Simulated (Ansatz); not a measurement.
# YTl (Pm-3m): from the cell to its phonons

Aim: the vibrations of YTl (Pm-3m), their spectra, and whether the structure is stable.

Main program and level: Ansatz 0.2.0; DFT PBEsol, scalar-relativistic, plane waves, PAW; PAW set soft_1.

**1. Starting point**

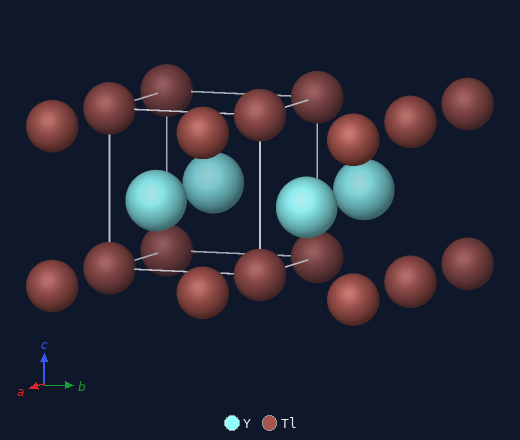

Start, viewed slightly off an axis; yttrium teal, thallium brown. 2×2×1 cells are drawn. Some periodic images of atoms are drawn too.

**2. Bringing the structure to rest**

Harmonic phonons are second derivatives at a point where the forces vanish, and they are wanted at zero stress, so atoms and cell are relaxed first.

input.yaml

```yaml
crystal:
  lattice:
    - [3.751, 0.0, 0.0]
    - [0.0, 3.751, 0.0]
    - [0.0, 0.0, 3.751]
  atoms:
    - { symbol: "Y", position: [0.5, 0.5, 0.5] }
    - { symbol: Tl, position: [0.0, 0.0, 0.0] }
kpoints:
  mp_grid: { grid: [12, 12, 12] }
hamiltonian:
  xc: pbesol
  pseudopotentials: { kind: paw, azcp: { folder: soft_1 }, xc_functional: pbe }
scf:
  occupations: { method: gaussian, width: 0.1 }
output:
  forces: true
  stress: true
  eigenvalues: true
relax:
  adjacent_minimum: "off"
  f_tol: 0.005
  max_steps: 80
  cell: { stress_tol: 0.05 }
```

Started as:

```bash
> ansatz run input.yaml --threads 4 --pin off --max-ram 10240MiB --backend cpu --events-out ev --progress --plain --runs-dir out
```

Numbers of over 12 decimals in the logs are rounded to 6 here.

Output:

```text
Engine: ansatz 0.2.0, aarch64-unknown-linux-gnu
Pseudopotentials: kind: paw
Pseudopotential: Y, paw, valence charge 11, recommended cutoff 420 eV (normal), soft_1/Y.paw.azcp
Pseudopotential: Tl, paw, valence charge 13, recommended cutoff 420 eV (normal), soft_1/Tl.paw.azcp
Functional definition: PBEsol
  exchange = pbesol_x
  correlation = pbesol_c
Crystal: 2 atoms, lattice volume = 52.777 Å³
Basis set: ecut = 420 eV, 1021 PW (Γ), exchange–correlation on 54×54×54 points (8 copies of the dense FFT grid, shifted against one another)
Bands: 16, of which v1, the nominal top of the filled ones, is band 12 counted from 1 (11 counted from 0)
Symmetry: 48 space group operations
Space group: Pm-3m (ITA 221), of the structure as read, at distance tolerance 3.8e-5 Å
k-points: 84 of 1728
Non-local potential: Y, projectors of the file, l = 0: 3, l = 1: 2, l = 2: 2, l = 3: 1
Non-local potential: Tl, projectors of the file, l = 0: 2, l = 1: 2, l = 2: 2, l = 3: 1
PAW form: soft (Blöchl's): semilocal exchange-correlation on the pseudo side does not see the compensation charge
PAW frozen core: Y, regenerated for the run's functional, and the local potential with it (the file was generated under x = pbe(κ = 0.804, μ = 0.219515), c = pbe(β = 0.066725))
PAW frozen core: Tl, regenerated for the run's functional, and the local potential with it (the file was generated under x = pbe(κ = 0.804, μ = 0.219515), c = pbe(β = 0.066725))
PAW one-centre angular grid: Y, 590 points (default); XC on 64 Gauss nodes
PAW one-centre angular grid: Tl, 590 points (default); XC on 64 Gauss nodes
Initial density: superposition of atomic densities (chi_scale 0.1, normalization cell, long waves kept (reshape's long-wave potential 0.00 eV rms))
Initial wavefunctions: pseudopotential atomic-orbital guess
Functional: x = pbesol(κ = 0.804, μ = 0.123457), c = pbesol(β = 0.046)
SCF iter   1: F=—  HF=-15094.083165 eV  |F-HF|=—  |Δ(HF+E_count)|=         —  Δρ=3.64e-2  dr2=1.11e0  ethr=3.10e-3  ⟨swp⟩=5.3  Hψ=5928  notcnv=0
preconditioner: auto → Kerker (q_TF=auto, 2.393 Å⁻¹)  [metal: Δε(μ)=0.048 eV  Ē_g=13.736 eV  σ=0.100 eV  W_gap=0.26  n_scr=18 (ndim 8)  ℏωp=24.0 eV  f_vac=0.000  D(μ)=1.23/eV (n_scr^D=6)]
SCF iter   2: F=—  HF=-15093.757699 eV  |F-HF|=—  |Δ(HF+E_count)|=   3.25e-1  Δρ=1.65e-2  dr2=2.24e-1  ethr=3.10e-3  ⟨swp⟩=2.1  Hψ=2759  notcnv=0
SCF iter   3: F=—  HF=-15093.692982 eV  |F-HF|=—  |Δ(HF+E_count)|=   6.47e-2  Δρ=4.86e-3  dr2=1.18e-2  ethr=9.35e-4  ⟨swp⟩=2.0  Hψ=2373  notcnv=0
SCF iter   4: F=—  HF=-15093.689914 eV  |F-HF|=—  |Δ(HF+E_count)|=   3.07e-3  Δρ=7.01e-4  dr2=2.13e-4  ethr=4.90e-5  ⟨swp⟩=2.5  Hψ=2249  notcnv=0
SCF iter   5: F=—  HF=-15093.689927 eV  |F-HF|=—  |Δ(HF+E_count)|=   1.23e-5  Δρ=1.20e-4  dr2=1.10e-5  ethr=8.87e-7  ⟨swp⟩=2.9  Hψ=2072  notcnv=0
SCF iter   6: F=—  HF=-15093.689923 eV  |F-HF|=—  |Δ(HF+E_count)|=   3.90e-6  Δρ=2.85e-5  dr2=5.01e-7  ethr=4.59e-8  ⟨swp⟩=3.0  Hψ=2326  notcnv=0
SCF iter   7: F=-15093.689923 eV  HF=-15093.689923 eV  |F-HF|=1.77e-9  |Δ(HF+E_count)|=   3.77e-8  Δρ=4.82e-6  dr2=8.69e-9  ethr=4.17e-10  ⟨swp⟩=5.0  Hψ=5409  notcnv=0
SCF 1 converged in 7 iterations: F = -15093.689923 eV  dr2 = 8.69e-9
  greatest PAW one-centre occupation: 0.992 electrons in one spin orbital (limit 2), on the Y atom at site 0 (counted from 0), in its partial waves of l = 0
relax step   1: F+E_penalty+E_count = -15093.68992273 eV  Δ(F+E_penalty+E_count) = +0.000e0 eV  max|allowed force component| = 2.495e-29 eV/Å  Δτ_max = 0.0000 Å  P = -0.728 GPa  Ω = 52.777 Å³  (7 SCF iters, dr2 threshold 1.00e-7 eV, accepted)
Crystal: 2 atoms, lattice volume = 51.886 Å³
Initial density: handed on by an earlier stage of this run
Initial wavefunctions: those handed on with the density
iter 1 solved again at ethr=8.07e-6 eV; its pass at ethr=3.10e-3 eV (dr2=1.94e-3 eV) is discarded
SCF iter   1: F=—  HF=-15093.691876 eV  |F-HF|=—  |Δ(HF+E_count)|=         —  Δρ=1.21e-3  dr2=2.01e-3  ethr=8.07e-6  ⟨swp⟩=1.7  Hψ=8191  notcnv=0
preconditioner: auto → Kerker (q_TF=auto, 2.399 Å⁻¹)  [metal: Δε(μ)=0.024 eV  Ē_g=14.517 eV  σ=0.100 eV  W_gap=0.14  n_scr=18 (ndim 8)  ℏωp=24.2 eV  f_vac=0.000  D(μ)=1.62/eV (n_scr^D=6)]
SCF iter   2: F=—  HF=-15093.691389 eV  |F-HF|=—  |Δ(HF+E_count)|=   4.86e-4  Δρ=6.21e-4  dr2=5.33e-4  ethr=8.07e-6  ⟨swp⟩=1.9  Hψ=1634  notcnv=0
SCF iter   3: F=—  HF=-15093.691206 eV  |F-HF|=—  |Δ(HF+E_count)|=   1.84e-4  Δρ=1.19e-4  dr2=1.37e-5  ethr=2.22e-6  ⟨swp⟩=2.3  Hψ=1751  notcnv=0
SCF iter   4: F=—  HF=-15093.691195 eV  |F-HF|=—  |Δ(HF+E_count)|=   1.07e-5  Δρ=2.57e-5  dr2=1.90e-7  ethr=8.33e-10  ⟨swp⟩=4.1  Hψ=6925  notcnv=0
SCF iter   5: F=-15093.691195 eV  HF=-15093.691195 eV  |F-HF|=8.51e-10  |Δ(HF+E_count)|=   5.40e-8  Δρ=2.77e-6  dr2=2.70e-9  ethr=7.91e-10  ⟨swp⟩=2.1  Hψ=5031  notcnv=0
SCF 2 converged in 5 iterations: F = -15093.691195 eV  dr2 = 2.70e-9
relax step   2: F+E_penalty+E_count = -15093.69119523 eV  Δ(F+E_penalty+E_count) = -1.272e-3 eV  max|allowed force component| = 2.432e-30 eV/Å  Δτ_max = 0.0000 Å  P = +0.307 GPa  Ω = 51.886 Å³  energy of the carried Pulay correction = +5.946e-5 eV  (5 SCF iters, dr2 threshold 2.00e-7 eV, accepted)
Crystal: 2 atoms, lattice volume = 52.147 Å³
iter 1 solved again at ethr=5.87e-7 eV; its pass at ethr=3.10e-3 eV (dr2=1.41e-4 eV) is discarded
SCF iter   1: F=—  HF=-15093.691485 eV  |F-HF|=—  |Δ(HF+E_count)|=         —  Δρ=3.62e-4  dr2=1.81e-4  ethr=5.87e-7  ⟨swp⟩=2.4  Hψ=7908  notcnv=0
preconditioner: auto → Kerker (q_TF=auto, 2.397 Å⁻¹)  [metal: Δε(μ)=0.009 eV  Ē_g=14.533 eV  σ=0.100 eV  W_gap=0.05  n_scr=18 (ndim 8)  ℏωp=24.1 eV  f_vac=0.000  D(μ)=1.64/eV (n_scr^D=18)]
SCF iter   2: F=—  HF=-15093.691439 eV  |F-HF|=—  |Δ(HF+E_count)|=   4.65e-5  Δρ=1.85e-4  dr2=4.77e-5  ethr=5.87e-7  ⟨swp⟩=2.4  Hψ=1814  notcnv=0
SCF iter   3: F=—  HF=-15093.691422 eV  |F-HF|=—  |Δ(HF+E_count)|=   1.66e-5  Δρ=3.64e-5  dr2=1.43e-6  ethr=1.99e-7  ⟨swp⟩=2.1  Hψ=1618  notcnv=0
SCF iter   4: F=-15093.691421 eV  HF=-15093.691421 eV  |F-HF|=3.36e-9  |Δ(HF+E_count)|=   5.26e-7  Δρ=8.29e-6  dr2=2.05e-8  ethr=8.33e-10  ⟨swp⟩=5.0  Hψ=5824  notcnv=0
SCF 3 converged in 4 iterations: F = -15093.691421 eV  dr2 = 2.05e-8
relax step   3: F+E_penalty+E_count = -15093.69142148 eV  Δ(F+E_penalty+E_count) = -2.263e-4 eV  max|allowed force component| = 1.118e-30 eV/Å  Δτ_max = 0.0000 Å  P = -0.006 GPa  Ω = 52.147 Å³  energy of the carried Pulay correction = +4.194e-5 eV  (4 SCF iters, dr2 threshold 2.00e-7 eV, accepted)
Basis set: ecut = 420 eV, 1021 PW (Γ), exchange–correlation on 50×50×50 points (8 copies of the dense FFT grid, shifted against one another)
Initial wavefunctions: pseudopotential atomic-orbital guess (no wavefunctions were taken with the density)
iter 1 solved again at ethr=5.84e-8 eV; its pass at ethr=3.10e-3 eV (dr2=1.40e-5 eV) is discarded
SCF iter   1: F=—  HF=-15093.691386 eV  |F-HF|=—  |Δ(HF+E_count)|=         —  Δρ=1.12e-5  dr2=2.46e-8  ethr=5.84e-8  ⟨swp⟩=3.0  Hψ=10129  notcnv=0
preconditioner: auto → Kerker (q_TF=auto, 2.397 Å⁻¹)  [metal: Δε(μ)=0.009 eV  Ē_g=14.524 eV  σ=0.100 eV  W_gap=0.05  n_scr=18 (ndim 8)  ℏωp=24.1 eV  f_vac=0.000  D(μ)=1.64/eV (n_scr^D=18)]
SCF iter   2: F=—  HF=-15093.691379 eV  |F-HF|=—  |Δ(HF+E_count)|=   7.47e-6  Δρ=6.62e-6  dr2=9.15e-9  ethr=1.03e-10  ⟨swp⟩=2.0  Hψ=2353  notcnv=0
SCF iter   3: F=—  HF=-15093.691379 eV  |F-HF|=—  |Δ(HF+E_count)|=   3.99e-9  Δρ=7.49e-7  dr2=2.63e-10  ethr=3.81e-11  ⟨swp⟩=2.2  Hψ=2354  notcnv=0
SCF iter   4: F=-15093.691379 eV  HF=-15093.691379 eV  |F-HF|=3.64e-12  |Δ(HF+E_count)|=  6.55e-11  Δρ=2.70e-7  dr2=1.60e-11  ethr=1.00e-12  ⟨swp⟩=3.2  Hψ=5840  notcnv=0
SCF 4 converged in 4 iterations: F = -15093.691379 eV  dr2 = 1.60e-11
relax step   4: F+E_penalty+E_count = -15093.69137900 eV  Δ(F+E_penalty+E_count) = +4.249e-5 eV  max|allowed force component| = 1.183e-30 eV/Å  Δτ_max = 0.0000 Å  P = -0.006 GPa  Ω = 52.147 Å³  stress off target by 5.84e-3 GPa  SCF on the basis re-selected at this cell (its energy is not comparable with the rows above)  (4 SCF iters)
basis re-selected at this cell: Δ(F+E_penalty+E_count) = +4.249e-5 eV, ΔP = -0.000 GPa vs the last step (what re-selecting the basis moved, of the pressure what is left beyond the Pulay correction that the steps carried, after the strain that the cell walked since its last selection, with what the two solves' SCF thresholds leave and, on support functions, any second-order correction that the steps lacked; it is no measure of the basis error at this ecutwfc). The dense FFT grid was sized anew with the basis: this SCF ran on 25×25×25 points, the steps before it on 27×27×27, so part of this shift can come from that change (see relax.cell in the input reference). [rest of the remark cut]
SCF converged after 4 iterations
Free energy (F): -15093.691379 eV
Harris-Foulkes:  -15093.691379 eV  (|F-HF|=3.64e-12)
Internal energy: -15093.683186 eV  (E = F + TS)
E sigma→0 (E₀):  -15093.687283 eV
Entropy (-TS):   -0.008193 eV (-4.096 meV/atom)
Fermi energy:    12.256454 eV
--- Per-component energies (eV) ---
  E_band       = -64.233877
  E_kinetic    = 585.386075
  E_local      = -1277.599589  (includes V_loc(G=0)·N_el)
  E_nonlocal   = 343.193303
  E_hartree    = 447.712082
  E_xc         = -362.468649
  E_vxc        = -329.788422  (∫ρ·V_xc dr)
  E_paw        = -12802.421733  (= ΣΔE_a)
  E_vpaw       = -280.849322  (= ΣTr[D̂ρ^β])
  E_aug_tail   = -0.000020  (compensation charges beyond the density's cutoff)
  E_ewald      = -2027.671761
  E_core_change = 0.187106  (= ΣΔE_core)
  E_smearing   = -0.008193  (= −TS)
  E_closure    = 0.000000  (closes the sum)
  Σ components = -15093.691379   (vs F -15093.691379, Δ=0.00e0)
--- Forces (eV/Å), atoms counted from 1 ---
  atom   1  Y      0.00000000     0.00000000     0.00000000
  atom   2  Tl    -0.00000000     0.00000000     0.00000000
  max |Σ_I F_I| component: 1.84e-30 eV/Å
--- Stress (GPa, compression-positive) ---
       -0.005840       0.000000       0.000000
        0.000000      -0.005840      -0.000000
        0.000000      -0.000000      -0.005840
  P = ⅓ Tr σ = -0.0058 GPa (-0.058 kbar)
--- Band table (eV; the first three rows and the last of 84) ---
  k-point 0: bands = [... 8 lower, 0.8143, 3.1707, 12.1314, 12.1314, 15.3952, 15.3952, 15.3952, 15.8433]
  k-point 1: bands = [... 8 lower, 0.8158, 3.2603, 12.0322, 12.1392, 14.8201, 14.8201, 14.9484, 15.8352]
  k-point 2: bands = [... 8 lower, 0.8199, 3.5247, 11.5361, 12.1608, 14.1636, 14.1636, 14.5511, 15.8129]
  k-point 83: bands = [... 8 lower, 1.0549, 7.9548, 9.7073, 9.7073, 9.7073, 16.5857, 16.5857, 16.5857]
--- Relaxed structure (3 steps of the walk, 3 accepted, 1 SCFs on fresh bases) ---
  F+E_penalty+E_count = -15093.69137900 eV   max|allowed force component| = 1.183e-30 eV/Å   (the final SCF, on the basis selected at the relaxed cell)
  cell:  # Å, volume = 52.1471 Å³
    - [3.736027, 0, 0]
    - [0, 3.736027, 0]
    - [0, 0, 3.736027]
  atoms:
    - { symbol: Y, position: [0.5, 0.5, 0.5] }
    - { symbol: Tl, position: [0, 0, 0] }
```

The job ended after 4 s (4 threads of Arm Neoverse V2, shared host; peak memory 0.4 GiB).

Relaxation path:

```
step  energy less that of the first step (eV)  largest force component (eV/Å)  pressure (GPa)  volume (Å³)
   1                                   0.0000                          0.0000           -0.73        52.78
   2                                  -0.0013                          0.0000            0.31        51.89
   3                                  -0.0015                          0.0000           -0.01        52.15
  4*                                  -0.0015                          0.0000           -0.01        52.15
```

Relaxation steps marked * repeat the geometry before them on a plane-wave basis chosen anew for their cell, so energy and pressure can jump there.

The run keeps the 48 symmetry operations that it works with, so distortions that break them were not tested.

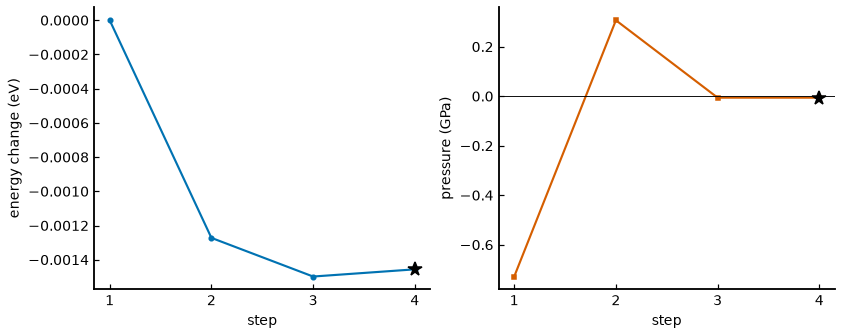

Energy and pressure along the relaxation. Stars mark steps on a basis chosen anew.

```
conventional cell, symmetrised  before  after  change
                         a (Å)   3.751  3.736  -0.4 %
                         b (Å)   3.751  3.736  -0.4 %
                         c (Å)   3.751  3.736  -0.4 %
              volume (Å³/atom)   26.39  26.07  -1.2 %
```

The relaxed structure:

```cif
data_structure
_symmetry_space_group_name_H-M 'P 1'
_symmetry_Int_Tables_number 1
_cell_length_a 3.7360
_cell_length_b 3.7360
_cell_length_c 3.7360
_cell_angle_alpha 90.000
_cell_angle_beta 90.000
_cell_angle_gamma 90.000
_cell_volume 52.15
loop_
_atom_site_label
_atom_site_type_symbol
_atom_site_fract_x
_atom_site_fract_y
_atom_site_fract_z
_atom_site_occupancy
Y1 Y 0.50000 0.50000 0.50000 1
Tl2 Tl 0.00000 0.00000 0.00000 1
```

Numbers from this step:

- pressure: -0.005840 GPa
- volume per atom: 26.07 Å³
- gap on the k-mesh: 0 eV

In this step the volume went from 26.39 to 26.07 Å³/atom.

**3. Tight relaxation**

Phonons need a cell at rest on their own settings, so the relaxation is repeated with tight tolerances on forces and stress on the k mesh and occupations of the first response run.

input.yaml, the sections that differ from step 2:

```yaml
crystal:
  lattice:
    - [3.7360273614, 0.0, 0.0]
    - [0.0, 3.7360273614, 0.0]
    - [0.0, 0.0, 3.7360273614]
  atoms:
    - { symbol: "Y", position: [0.5, 0.5, 0.5] }
    - { symbol: Tl, position: [0.0, 0.0, 0.0] }
scf:
  occupations: { method: methfessel_paxton, width: 0.2 }
relax:
  adjacent_minimum: "off"
  f_tol: 0.001
  max_steps: 60
  cell: { stress_tol: 0.01 }
# kpoints, hamiltonian, output: as in step 2
```

Output:

```text
[...]
Crystal: 2 atoms, lattice volume = 52.147 Å³
Basis set: ecut = 420 eV, 1021 PW (Γ), exchange–correlation on 50×50×50 points (8 copies of the dense FFT grid, shifted against one another)
Bands: 16, of which v1, the nominal top of the filled ones, is band 12 counted from 1 (11 counted from 0)
Symmetry: 48 space group operations
[...]
k-points: 84 of 1728
[...]
k-point 83: bands = [... 8 lower, 1.0604, 7.9615, 9.7125, 9.7125, 9.7125, 16.5951, 16.5951, 16.5951]
--- Relaxed structure (3 steps of the walk, 3 accepted, 1 SCFs on fresh bases) ---
[...]
cell:  # Å, volume = 52.1235 Å³
    - [3.735465, 0, 0]
    - [0, 3.735465, 0]
    - [0, 0, 3.735465]
  atoms:
    - { symbol: Y, position: [0.5, 0.5, 0.5] }
    - { symbol: Tl, position: [0, 0, 0] }
[key lines of the parts left out:]
SCF converged after 4 iterations
Free energy (F): -15093.688375 eV
Fermi energy:    12.266980 eV
P = ⅓ Tr σ = -0.0000 GPa (-0.000 kbar)
```

Run time: 3.7 s. Hardware: 4 threads; peak memory 0.39 GiB; 13 s of CPU time.

Little changed from the start: no atom moved by 0.005 Å and no cell edge by 0.1 %.

Numbers from this step:

- pressure: -3.17e-5 GPa
- volume per atom: 26.06 Å³

The forces vanish by symmetry and the pressure is 0.000 GPa, within the tolerances set. The cell now holds 26.06 Å³/atom.

**4. Linear response at the zone centre**

The zone centre comes first: it holds the modes that light can see, as far as symmetry allows. No field response is asked, since the mesh shows no gap.

input.yaml, the sections that differ from step 3:

```yaml
crystal:
  lattice:
    - [3.7354647637, 0.0, 0.0]
    - [0.0, 3.7354647637, 0.0]
    - [0.0, 0.0, 3.7354647637]
  atoms:
    - { symbol: "Y", position: [0.5, 0.5, 0.5] }
    - { symbol: Tl, position: [0.0, 0.0, 0.0] }
output:
  eigenvalues: true
phonons:
  method: dfpt
# kpoints, hamiltonian, scf: as in step 3
# relax: removed
```

Output:

```text
[...]
Crystal: 2 atoms, lattice volume = 52.124 Å³
Basis set: ecut = 420 eV, 1021 PW (Γ), exchange–correlation on 50×50×50 points (8 copies of the dense FFT grid, shifted against one another)
Bands: 16, of which v1, the nominal top of the filled ones, is band 12 counted from 1 (11 counted from 0)
Symmetry: 48 space group operations
k-points: 196 of 1728 (irreducible under 8 space group operations, time reversal used)
[...]
SCF iter   1: F=—  HF=-15094.093209 eV  |F-HF|=—  |Δ(HF+E_count)|=         —  Δρ=3.71e-2  dr2=1.14e0  ethr=3.10e-3  ⟨swp⟩=5.0  Hψ=13590  notcnv=0
[...]
SCF iter  10: F=-15093.688375 eV  HF=-15093.688375 eV  |F-HF|=9.09e-12  |Δ(HF+E_count)|=  3.64e-12  S|Δr|=    0.00e0  Δρ=2.45e-8  dr2=2.87e-13  ethr=1.00e-12  ⟨swp⟩=5.0  Hψ=12565  notcnv=0
the search or the solves at the SCF's close seem to have found levels that the self-consistency loop had missed (the run counts 5). By its estimate they hold under 1e-12 electrons; where the run keeps them, the occupations were computed again with them
SCF 1 converged in 10 iterations: F = -15093.688375 eV  dr2 = 2.87e-13
[...]
DFPT response loops at Γ: preconditioner auto → Kerker (q_TF=auto, 2.397 Å⁻¹) (partly filled bands, converged f_vac=0.000); β = 1.00, the filter's whole step (`scf.mixing.beta` (0.50) is not read by the response loops under this deck's `scf.mixing.preconditioner`; to damp them name `kerker` or `kerker_dos`, under which they read `scf.mixing.beta`, and type it under 1.00, their step now; both keys bind the ground state too); Broyden in place of MSR1
SCF converged after 10 iterations
[...]
Free energy (F): -15093.688375 eV
[...]
Internal energy: -15093.685868 eV  (E = F + TS)
E sigma→0 (E₀):  -15093.687749 eV
Entropy (-TS):   -0.002507 eV (-1.254 meV/atom)
Fermi energy:    12.266980 eV
[...]
--- Band table (eV; the first three rows and the last of 196) ---
  k-point 0: bands = [... 8 lower, 0.8195, 3.1749, 12.1381, 12.1381, 15.4030, 15.4030, 15.4030, 15.8523]
  k-point 1: bands = [... 8 lower, 0.8210, 3.2645, 12.0390, 12.1459, 14.8280, 14.8280, 14.9565, 15.8441]
  k-point 2: bands = [... 8 lower, 0.8251, 3.5291, 11.5428, 12.1675, 14.1712, 14.1712, 14.5593, 15.8218]
  k-point 195: bands = [... 8 lower, 1.0604, 7.9615, 9.7125, 9.7125, 9.7125, 16.5951, 16.5951, 16.5951]
--- Phonons (Γ-DFPT): 2 representative perturbations + reference, on 196 of 1728 k-points (Σ response iterations 6) ---
  k mesh reduced under 8 symmetry operations, with k and −k counted as one. Each operation leaves every solved perturbation unchanged. A smaller set is not used because it would not reduce the number of displacements times k-points to solve
  ASR residual: 5.739e-6 → 0.000e0 eV/Å²; symmetrization residual: 3.101e-5 eV/Å²
  ASR residual per site (eV/Å²): 5.74e-6 2.13e-6
  Γ frequencies (cm⁻¹): 0.00 0.00 0.00 101.54 101.54 101.54
  non-analytic LO–TO correction: not included (Born effective charges unavailable; polar crystals: no LO–TO splitting at Γ)
```

Run time: 11 s. Hardware: 4 threads; peak memory 0.76 GiB; 40 s of CPU time.

Reading the cycles: dr2 is the Hartree energy of the density residual (eV), the measure of convergence; HF is the Harris–Foulkes estimate of the energy, which meets the free energy F at convergence.

Numbers from this step:

```yaml
sum_rule_residual_before_enforcement: 5.74e-6 eV/Å²
point_group: m-3m
highest_optical_mode_at_the_zone_centre_no_lo_to_term: 101.5 cm⁻¹
lowest_optical_zone_centre_mode: 101.5 cm⁻¹
```

Patterns of degenerate modes are one choice out of their space. The modes at Γ (shares of kinetic energy by element, %):

```
mode  frequency (cm⁻¹)  symmetry  Y %  Tl %
   1               0.0  acoustic   30    70
   2               0.0  acoustic   30    70
   3               0.0  acoustic   30    70
   4             101.5       T1u   70    30
   5             101.5       T1u   70    30
   6             101.5       T1u   70    30
```

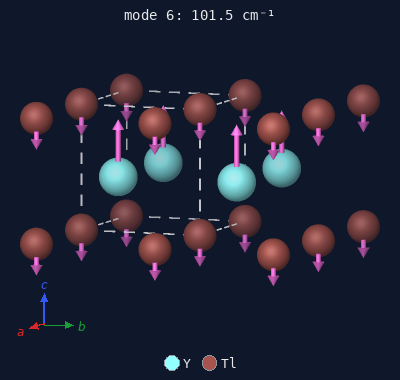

Displacement patterns of mode 6 at Γ; arrows are exaggerated. 2×2×1 cells are drawn. Some periodic images of atoms are drawn too.

Before it was imposed, the acoustic sum rule was missed by 5.7e-6 eV/Å². Small misses are needed for a sound result but don't prove that mesh and cutoff are converged. The lowest optical mode is real, 102 cm⁻¹.

(Part 1 of 2 ends here.)

[Logs are printed without paths, hosts, clocks, repeated set-up lines and the standing remarks that a program may print on its own settings, such as how far it seeks lower states.]

[Hosts, paths, dates, database ids (printed as entryN), source tags and the programs' standing remarks are cut or masked in the printed files.]
